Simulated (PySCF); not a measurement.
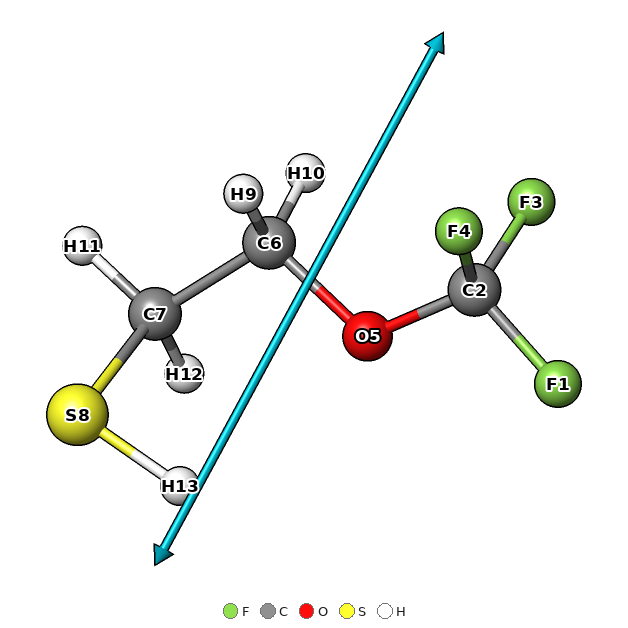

The double arrow shows the direction of the transition dipole to excited singlet state 3 (its length means nothing). The computed structure is the end point of a GFN2-xTB optimisation. No frequency run is at hand to confirm it as a minimum. Level of theory: TDDFT PBE0/def2-SVPD, vertical, gas phase, core orbitals frozen in the response (PySCF 2.14.0).

Give its energy, strength and character.

Answer. 6.97 eV (178 nm), oscillator strength 0.021, mainly HOMO → LUMO+2 (weight 0.74); transition dipole 0.88 D.
